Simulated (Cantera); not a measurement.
Feed: 1 mol c-C4F8, 0.089 mol CH4, 10 mol H2, at 96.0 Pa.

Method: chemical equilibrium by Gibbs-energy minimisation in Cantera with the NASA 1993 tables (ideal gas, pure condensed phases). Candidate condensed phases: C, C6H6, C7H8, C8H18; 95 gas species. The feed counts by its element totals alone. Rates play no part.

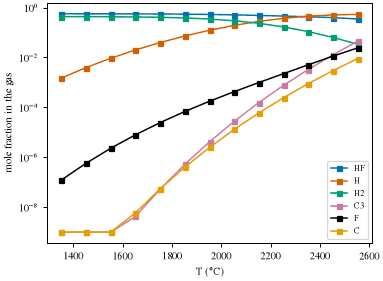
Equilibrium gas composition (values under 1e-9 drawn at 1e-9)

From 1352 °C to 2552 °C the condensed part is C(graphite). The main C-bearing gas is C2H2 (acetylene) at 1352 °C and C3 at 2552 °C.
